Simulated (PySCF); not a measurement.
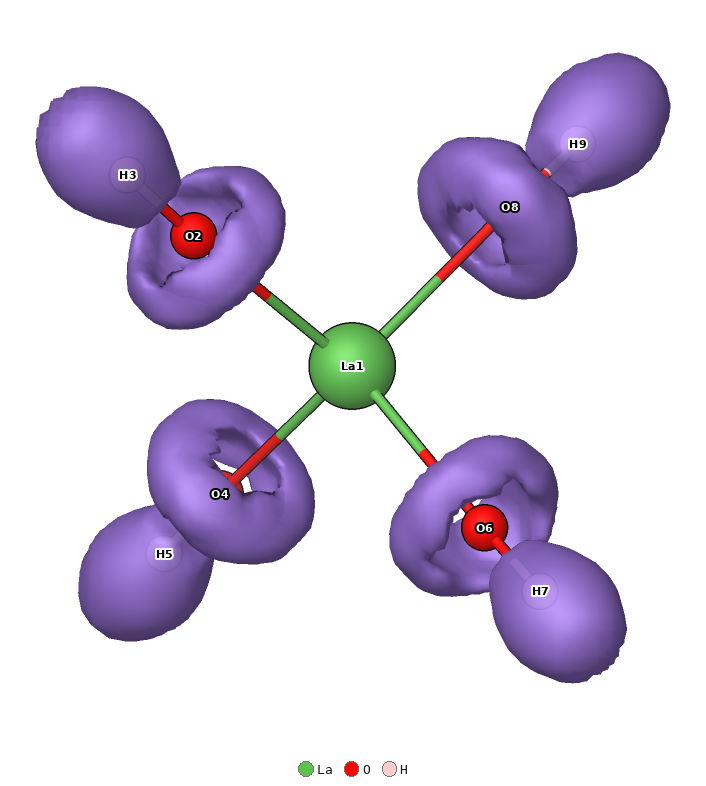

The picture shows: H₄LaO₄ (charge −1). Isosurface of the electron localisation function at 0.85 (purple), seen across its widest extent. Only the valence region is drawn (cores and ρ < 0.01 e/Å³ removed).

Core potentials replace the inner electrons of La.

These are results of RKS PBE0, La def2-SVP with ECP46, O def2-SVP, H def2-SVP; non-relativistic Hamiltonian with scalar-relativistic core potentials where named; density fitting (PySCF), not measurements.

| atom | x (Å) | y (Å) | z (Å) |
| --- | --- | --- | --- |
| La | 0.0000 | 0.0000 | 0.0000 |
| O | 1.4349 | 1.1542 | 1.3042 |
| H | 2.0001 | 1.6937 | 1.8543 |
| O | -1.4349 | -1.1542 | 1.3042 |
| H | -2.0001 | -1.6937 | 1.8543 |
| O | 1.1542 | -1.4349 | -1.3042 |
| H | 1.6937 | -2.0001 | -1.8543 |
| O | -1.1542 | 1.4349 | -1.3042 |
| H | -1.6937 | 2.0001 | -1.8543 |

Q: Identify the bonds, lone pairs and shells in this picture.

A: At this value the surface marks out four regions around hydrogen nuclei and four regions wrapped around O (the valence shell of each). Along the contacts the grid gives the following. La–O (2.26 Å): the ELF is about 0.20 at the midpoint: an ionic contact with no shared pair. O–H (0.96 Å): the ELF climbs to about 1 towards the hydrogen, as it does in any bond to H; a covalent bond by its length.
